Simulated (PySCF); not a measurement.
**C₂H₄BFO: electronic excitations and core binding energies**

Aim: predict the electronic excitations and core binding energies of C₂H₄BFO (`BOC(=C)F`).

The runs use PySCF 2.14.0, with density-fitted response routines of our own; the level of theory stands in each step. All values are computed, except where a source is named. Atoms are numbered from 0 throughout.

**1. The starting structure**

9 atoms, charge 0, multiplicity 1; geometry from: GFN2-xTB.

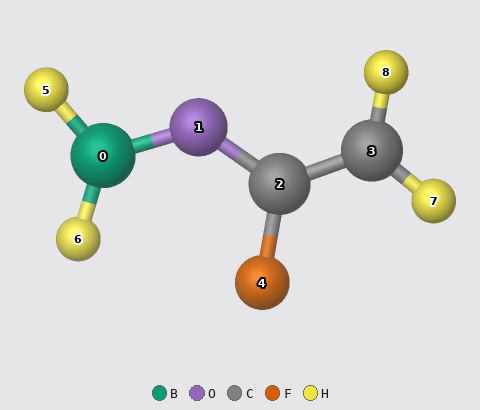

As it starts; boron teal, oxygen purple, carbon grey, fluorine orange, hydrogen yellow, atoms numbered.

**2. Ultraviolet spectrum: PBE0/def2-SVPD**

Job settings and geometry (Å):

```
{"job": {"kind": "uv", "xc": "PBE0", "basis": "def2-SVPD", "nstates": 8, "ntriplets": 3}, "charge": 0, "multiplicity": 1}
B      1.842747     0.022760     0.141142
O      0.588080     0.491866     0.093211
C     -0.542186    -0.189528    -0.063705
C     -1.750879     0.344670    -0.103640
F     -0.391887    -1.527913    -0.185567
H      2.655990     0.851019     0.288319
H      2.106238    -1.118220     0.044434
H     -2.617714    -0.273279    -0.232712
H     -1.876829     1.404618    -0.006661
```

Method: TDDFT PBE0/def2-SVPD, vertical, gas phase, core orbitals frozen in the response.

On the command line:

```
OMP_NUM_THREADS=1 python probes_run.py task.json out
```

The driver reads the jobs from task.json and runs them one after another.

Output:

```text
coarse grid: 7912 points
cycle   1  E = -277.9008040927  dE =  6.711e-01  |g| = 6.527e-01  |ddm| = 4.520e+00
cycle   2  E = -277.8193480806  dE =  8.146e-02  |g| = 9.197e-01  |ddm| = 1.543e+00
cycle   3  E = -277.9821490074  dE = -1.628e-01  |g| = 5.814e-02  |ddm| = 9.437e-01
cycle   4  E = -277.9827711422  dE = -6.221e-04  |g| = 3.867e-02  |ddm| = 1.109e-01
cycle   5  E = -277.9830812996  dE = -3.102e-04  |g| = 7.721e-03  |ddm| = 4.053e-02
cycle   6  E = -277.9830931160  dE = -1.182e-05  |g| = 2.307e-03  |ddm| = 1.210e-02
cycle   7  E = -277.9830942631  dE = -1.147e-06  |g| = 6.988e-04  |ddm| = 2.600e-03
final grid: 77928 points
cycle   8  E = -278.0289020811  dE = -2.486e-05  |g| = 8.369e-03  |ddm| = 7.370e-02
cycle   9  E = -278.0288878713  dE =  1.421e-05  |g| = 1.226e-02  |ddm| = 2.029e-02
cycle  10  E = -278.0289155344  dE = -2.766e-05  |g| = 1.013e-03  |ddm| = 1.113e-02
cycle  11  E = -278.0289157918  dE = -2.574e-07  |g| = 3.099e-04  |ddm| = 1.565e-03
cycle  12  E = -278.0289158111  dE = -1.931e-08  |g| = 6.955e-05  |ddm| = 3.713e-04
cycle  13  E = -278.0289158121  dE = -9.629e-10  |g| = 1.769e-05  |ddm| = 9.297e-05
converged SCF energy = -278.0289158121

Static polarisability (au): isotropic 46.228, principal 31.169 40.512 67.004

Singlet excitations
state   eV       nm        f      main configurations
  1   5.6969    217.6   0.24329   H->L 0.97
  2   6.2233    199.2   0.00001   H-1->L 0.98
  3   7.0074    176.9   0.01685   H->L+1 0.94
  4   7.8950    157.0   0.30017   H->L+2 0.92
  5   7.9706    155.6   0.02075   H->L+3 0.84, H->L+4 0.10
  6   8.4371    147.0   0.00209   H->L+4 0.87
  7   8.6162    143.9   0.00024   H->L+6 0.76
  8   8.6421    143.5   0.00174   H-1->L+2 0.81

Triplet excitations (Tamm-Dancoff, eV): 4.1030 5.5603 5.7978
```

Wall time 5.6 s (1 thread of AMD EPYC 9R45, shared host); peak memory 0.52 GiB.

The orbitals next to the gap, with their largest atomic shares:

```csv
orbital,eV,atoms
HOMO−3,-11.92,"B0 24 %, O1 17 %, F4 15 %"
HOMO−2,-11.59,"F4 37 %, C3 23 %, O1 14 %"
HOMO−1,-9.30,"B0 34 %, O1 24 %, H6 19 %"
HOMO,-7.61,"C3 40 %, C2 28 %, O1 12 %"
LUMO,-1.19,"B0 44 %, O1 18 %, H6 9 %"
LUMO+1,0.63,"B0 45 %, C2 15 %, C3 14 %"
LUMO+2,0.78,"C2 30 %, C3 22 %, O1 15 %"
```

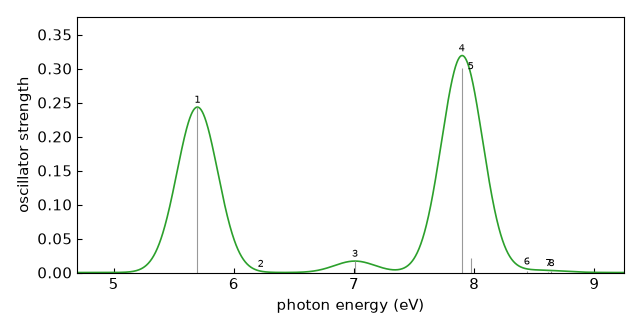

Absorption spectrum from the 8 singlet states computed; above the last one it falls off for lack of states. Lines are broadened to a width of 0.40 eV (Gaussian).

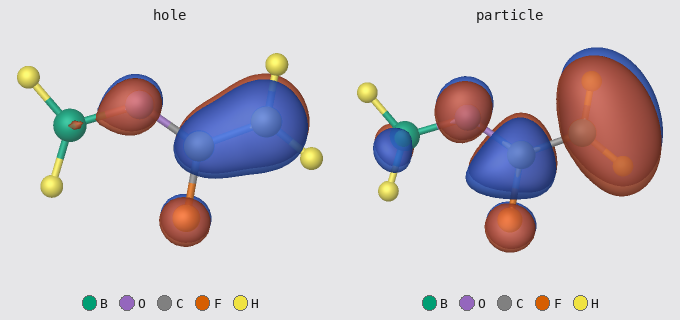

Leading natural transition orbitals of singlet state 4: the electron leaves the hole (left) for the particle orbital (right).

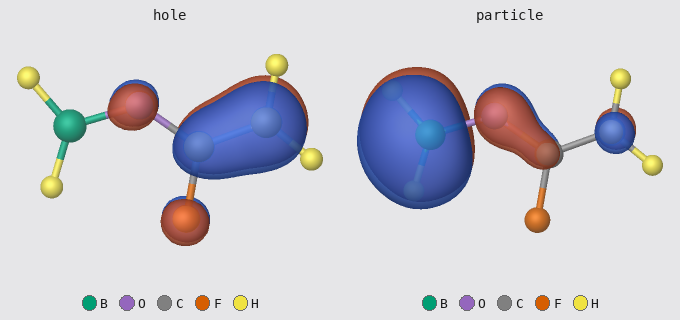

Leading natural transition orbitals of singlet state 1: the electron leaves the hole (left) for the particle orbital (right).

Further results of this job:

```csv
property,computed
dipole moment (D),0.80
polarisability (Å³),6.85
HOMO–LUMO gap (eV),6.43
−ε(HOMO) (eV),7.61
```

The fields below are evaluated on a grid from the run's orbitals.

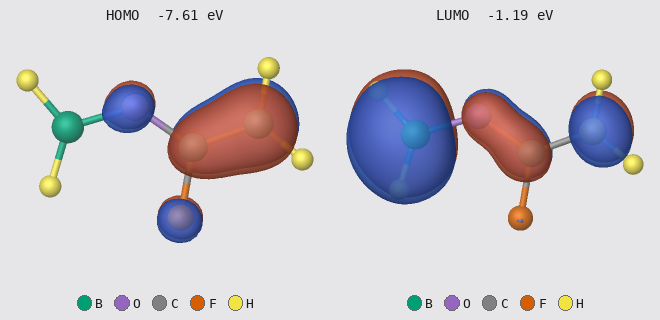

PBE0/def2-SVPD orbitals near the gap, drawn at the value that encloses 70 % of each; the two colours are the two signs.

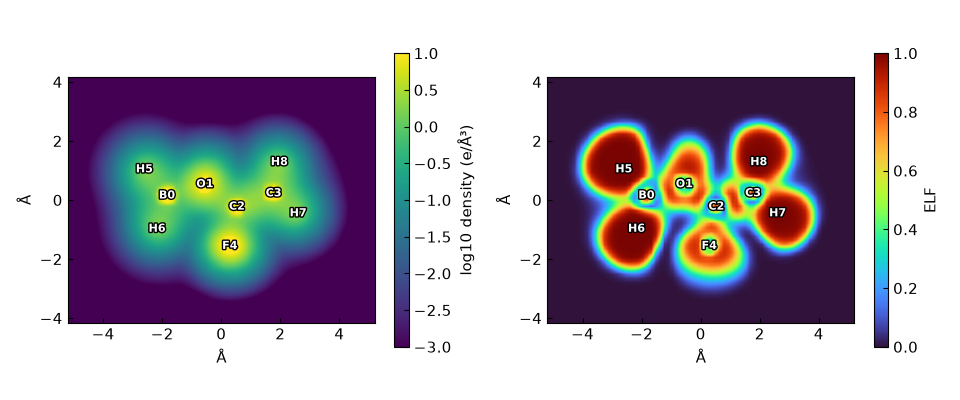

Density (left) and ELF (right) in a plane through or near 9 of the atoms.

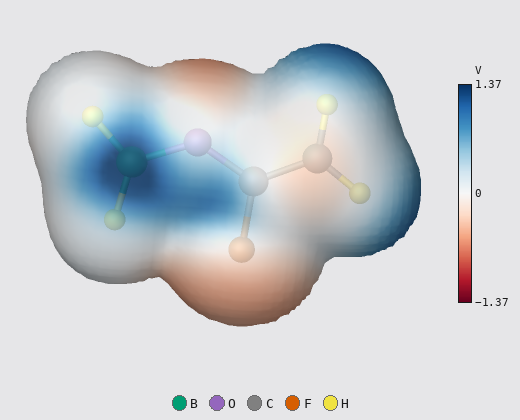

Electrostatic potential on the surface of density 0.002 e/bohr³; red is low, blue high. It runs from -0.54 V near F4 to 1.37 V near B0.

**3. X-ray photoelectron lines: SCAN, X2C**

The job, as its differences from that of step 2:

```diff
@@ -1,2 +1,2 @@
-{"job": {"kind": "uv", "xc": "PBE0", "basis": "def2-SVPD", "nstates": 8, "ntriplets": 3}, "charge": 0, "multiplicity": 1}
+{"job": {"kind": "xps"}, "charge": 0, "multiplicity": 1}
 B      1.842747     0.022760     0.141142
```

Level: delta-SCF UKS SCAN, pcX-2 on the ionised atom, pcseg-1 elsewhere, spin-free X2C.

Output:

```text
ground state, core basis on atom 0 (B), 121 functions
  cycle   1  E = -278.46666992  |g| = 6.68e-01
  cycle   2  E = -278.31194510  |g| = 1.07e+00
  cycle   3  E = -278.54864120  |g| = 1.34e-01
  cycle   4  E = -278.55299088  |g| = 5.93e-02
  cycle   5  E = -278.55361673  |g| = 2.06e-02
  cycle   6  E = -278.55371185  |g| = 4.57e-03
  cycle   7  E = -278.55371213  |g| = 3.53e-03
  cycle   8  E = -278.55371549  |g| = 6.14e-04
  cycle   9  E = -278.55371597  |g| = 2.07e-04
  E(ground) = -278.55791721 Eh
hole in B 1s of atom 0
  cycle   1  E = -270.91340245  |g| = 1.16e+00
  cycle   2  E = -269.39278352  |g| = 1.82e+00
  cycle   3  E = -271.09163225  |g| = 6.06e-01
  cycle   4  E = -271.29550327  |g| = 2.16e-01
  cycle   5  E = -271.31229138  |g| = 1.45e-01
  cycle   6  E = -271.32445551  |g| = 4.94e-02
  cycle   7  E = -271.32672136  |g| = 3.19e-02
  cycle   8  E = -271.32779434  |g| = 2.11e-02
  cycle   9  E = -271.32857849  |g| = 1.34e-02
  cycle  10  E = -271.32881446  |g| = 7.84e-03
  cycle  11  E = -271.32885785  |g| = 4.27e-03
  cycle  12  E = -271.32887050  |g| = 2.30e-03
  cycle  13  E = -271.32887431  |g| = 8.50e-04
  cycle  14  E = -271.32887596  |g| = 3.40e-04
  E(ion) = -271.33210096 Eh   <S^2> = 1.1426   hole on atom = 1.000   binding energy = 196.624 eV
ground state, core basis on atom 1 (O), 121 functions
  cycle   1  E = -278.58832806  |g| = 1.07e-01
  cycle   2  E = -278.58658636  |g| = 1.13e-01
  cycle   3  E = -278.58834361  |g| = 5.47e-02
  cycle   4  E = -278.58886834  |g| = 1.04e-02
  cycle   5  E = -278.58889734  |g| = 1.89e-03
  cycle   6  E = -278.58889670  |g| = 6.97e-04
  cycle   7  E = -278.58889695  |g| = 1.38e-04
  E(ground) = -278.58987146 Eh
hole in O 1s of atom 1
  cycle   1  E = -257.91342924  |g| = 2.23e+00
  cycle   2  E = -257.26428767  |g| = 2.31e+00
  cycle   3  E = -258.55160193  |g| = 6.47e-01
  cycle   4  E = -258.61469987  |g| = 4.89e-01
  cycle   5  E = -258.72526029  |g| = 8.16e-02
  cycle   6  E = -258.72686418  |g| = 5.80e-02
  cycle   7  E = -258.72817254  |g| = 1.08e-02
  cycle   8  E = -258.72821897  |g| = 3.84e-03
  cycle   9  E = -258.72822900  |g| = 9.72e-04
  cycle  10  E = -258.72822945  |g| = 6.43e-04
  cycle  11  E = -258.72823094  |g| = 5.62e-04
  cycle  12  E = -258.72823336  |g| = 4.75e-04
  E(ion) = -258.73008152 Eh   <S^2> = 0.7621   hole on atom = 1.000   binding energy = 540.412 eV
ground state, core basis on atom 2 (C), 121 functions
  cycle   1  E = -278.56499426  |g| = 1.05e-01
  cycle   2  E = -278.56143094  |g| = 1.65e-01
  cycle   3  E = -278.56628840  |g| = 2.12e-02
  cycle   4  E = -278.56632346  |g| = 1.60e-02
  cycle   5  E = -278.56637734  |g| = 1.32e-03
  cycle   6  E = -278.56637817  |g| = 7.90e-04
  cycle   7  E = -278.56637893  |g| = 9.42e-05
  E(ground) = -278.57021063 Eh
hole in C 1s of atom 2
  cycle   1  E = -267.16612789  |g| = 1.51e+00
  cycle   2  E = -264.73237857  |g| = 2.64e+00
  cycle   3  E = -267.52372766  |g| = 6.70e-01
  cycle   4  E = -267.62257967  |g| = 5.21e-01
  cycle   5  E = -267.71994168  |g| = 1.06e-01
  cycle   6  E = -267.72447665  |g| = 3.68e-02
  cycle   7  E = -267.72520031  |g| = 2.22e-02
  cycle   8  E = -267.72551621  |g| = 1.01e-02
  cycle   9  E = -267.72564735  |g| = 7.41e-03
  cycle  10  E = -267.72578571  |g| = 5.32e-03
  cycle  11  E = -267.72586522  |g| = 2.14e-03
  cycle  12  E = -267.72586995  |g| = 8.53e-04
  cycle  13  E = -267.72587246  |g| = 2.50e-04
  E(ion) = -267.73033978 Eh   <S^2> = 0.8503   hole on atom = 1.000   binding energy = 294.968 eV
ground state, core basis on atom 3 (C), 121 functions
  cycle   1  E = -278.55975358  |g| = 6.00e-02
  cycle   2  E = -278.55936449  |g| = 4.46e-02
  cycle   3  E = -278.55944544  |g| = 4.12e-02
  cycle   4  E = -278.55989690  |g| = 6.87e-03
  cycle   5  E = -278.55990634  |g| = 1.17e-03
  cycle   6  E = -278.55990544  |g| = 3.57e-04
  E(ground) = -278.56431078 Eh
hole in C 1s of atom 3
  cycle   1  E = -267.31020402  |g| = 1.51e+00
  cycle   2  E = -266.72252098  |g| = 1.77e+00
  cycle   3  E = -267.79198457  |g| = 4.77e-01
  cycle   4  E = -267.84854512  |g| = 3.01e-01
  cycle   5  E = -267.87865921  |g| = 5.85e-02
  cycle   6  E = -267.87966047  |g| = 2.58e-02
  cycle   7  E = -267.87996470  |g| = 8.94e-03
  cycle   8  E = -267.87999373  |g| = 5.77e-03
  cycle   9  E = -267.88000857  |g| = 1.99e-03
  cycle  10  E = -267.88001296  |g| = 8.92e-04
  cycle  11  E = -267.88001452  |g| = 1.32e-04
  E(ion) = -267.88500655 Eh   <S^2> = 0.7762   hole on atom = 1.000   binding energy = 290.599 eV
ground state, core basis on atom 4 (F), 121 functions
  cycle   1  E = -278.60294320  |g| = 1.16e-01
  cycle   2  E = -278.60270535  |g| = 5.36e-02
  cycle   3  E = -278.60251313  |g| = 6.50e-02
  cycle   4  E = -278.60308496  |g| = 6.27e-03
  cycle   5  E = -278.60309330  |g| = 1.37e-03
  cycle   6  E = -278.60309445  |g| = 4.19e-04
  E(ground) = -278.60872155 Eh
hole in F 1s of atom 4
  cycle   1  E = -252.21515318  |g| = 2.58e+00
  cycle   2  E = -251.65509102  |g| = 2.38e+00
  cycle   3  E = -252.81699567  |g| = 7.83e-01
  cycle   4  E = -252.98491633  |g| = 5.09e-01
  cycle   5  E = -253.10357773  |g| = 9.58e-02
  cycle   6  E = -253.10600638  |g| = 7.96e-02
  cycle   7  E = -253.10884299  |g| = 1.26e-02
  cycle   8  E = -253.10891392  |g| = 4.60e-03
  cycle   9  E = -253.10892666  |g| = 1.47e-03
  cycle  10  E = -253.10893096  |g| = 1.05e-03
  cycle  11  E = -253.10893584  |g| = 9.53e-04
  cycle  12  E = -253.10894693  |g| = 6.82e-04
  cycle  13  E = -253.10895515  |g| = 3.68e-04
  E(ion) = -253.12143848 Eh   <S^2> = 0.7613   hole on atom = 1.000   binding energy = 693.544 eV
```

It took 9.4 s on 1 thread of AMD EPYC 9R45, shared host; peak memory 0.41 GiB.

Binding energies by hole, beside the orbital energy of the ground state; the difference holds orbital relaxation and, for a density functional, its self-interaction error:

```
     hole  stands for                                    environment          ΔSCF (eV)  −ε (eV)   ⟨S²⟩
B1s on B0          B0                         boron bonded to O, 2 H  196.62 (doubtful)    181.0  1.143
O1s on O1          O1                          oxygen bonded to C, B             540.41    518.6  0.762
C1s on C2          C2                   alkene carbon bearing oxygen  294.97 (doubtful)    277.8  0.850
C1s on C3          C3  β carbon of an enol-ether or enamine type C=C             290.60    273.8  0.776
F1s on F4          F4                               vinylic fluorine             693.54    667.6  0.761
```

Doubtful: the ion did not converge, its hole moved, or its ⟨S²⟩ is well above 0.75.

**4. Outcome**

| quantity | value |
| --- | --- |
| lowest singlet (PBE0/def2-SVPD) | 5.70 eV (218 nm), f = 0.243 |
| brightest single state of those computed | state 4, 7.89 eV, f = 0.300 |
| lowest triplet | 4.10 eV |
| surface potential, least and greatest | -0.54 V and 1.37 V |
| O1s binding energies, SCAN/pcX-2 | O1 540.41 eV |
| C1s binding energies, SCAN/pcX-2 (standing for 1 of 2 atoms) | C3 290.60 eV |
| F1s binding energies, SCAN/pcX-2 | F4 693.54 eV |

In words: The first singlet state (HOMO→LUMO 0.97) lies at 5.70 eV and is bright; of the 8 states computed, the strongest absorption comes from state 4 at 7.89 eV. The lowest triplet lies 1.59 eV below the lowest singlet (triplets in Tamm-Dancoff, singlets in full TDDFT). States above −ε(HOMO) lie where TDDFT describes them poorly and they hang on the basis; the brightest is among them. By nearest atom (PBE0/def2-SVPD), the HOMO sits on C3 41 %; C2 26 % and the LUMO on B0 41 %; H5, H6 about 15 % each.
